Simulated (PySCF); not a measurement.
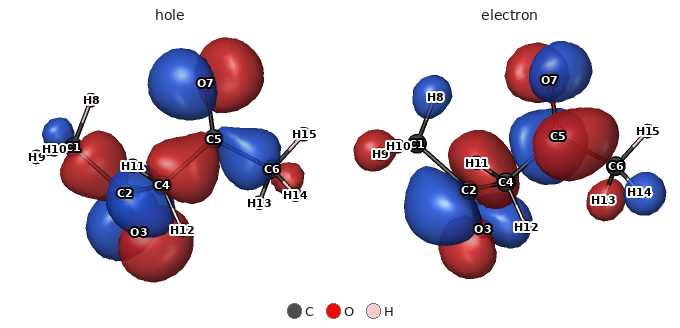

C5H8O2, SMILES `CC(=O)CC(C)=O`. Leading natural transition orbital pair of S₃ (TDA singlet states); the surfaces enclose about 85 % of each orbital's density.

Computed with PySCF, PBE0/def2-SVP, geometry: GFN2-xTB. No frequency check shows the geometry to be a minimum. Without diffuse functions Rydberg states are missing, so the states' numbers hold for this basis only.

Cartesian coordinates (Å):

```
C1      -1.9659    0.8905   -0.2918
C2      -1.1645   -0.3131    0.1007
O3      -1.3621   -1.4276   -0.3076
C4      -0.0002    0.0003    1.0320
C5       1.1645    0.3130    0.1007
C6       1.9660   -0.8906   -0.2916
O7       1.3621    1.4275   -0.3077
H8      -1.2880    1.6793   -0.6146
H9      -2.5209    1.2559    0.5706
H10     -2.6627    0.6430   -1.0881
H11     -0.2253    0.8714    1.6435
H12      0.2253   -0.8713    1.6436
H13      1.2881   -1.6795   -0.6144
H14      2.5209   -1.2559    0.5707
H15      2.6627   -0.6431   -1.0880
```

### Where does the state lie, and where do hole and electron sit?

6.02 eV (206 nm), f = 0.000 (dark); the leading pair carries 85 %; hole on O3 and O7 (30 % each), C4 (12 %) and C2 and C5 (7 % each), electron on C2 and C5 (24 % each), O3 and O7 (16 % each) and C4 (5 %) (shares are of the whole state, not of the leading pair alone); their centroids lie 0.1 Å apart. In canonical orbitals it is mainly HOMO → LUMO+1 (84 %). The HOMO–LUMO gap is 6.12 eV.

The PySCF run took 3 min on 1 thread of Intel(R) Xeon(R) 6975P-C (Granite Rapids), with other jobs on the host, peak memory 0.76 GiB.
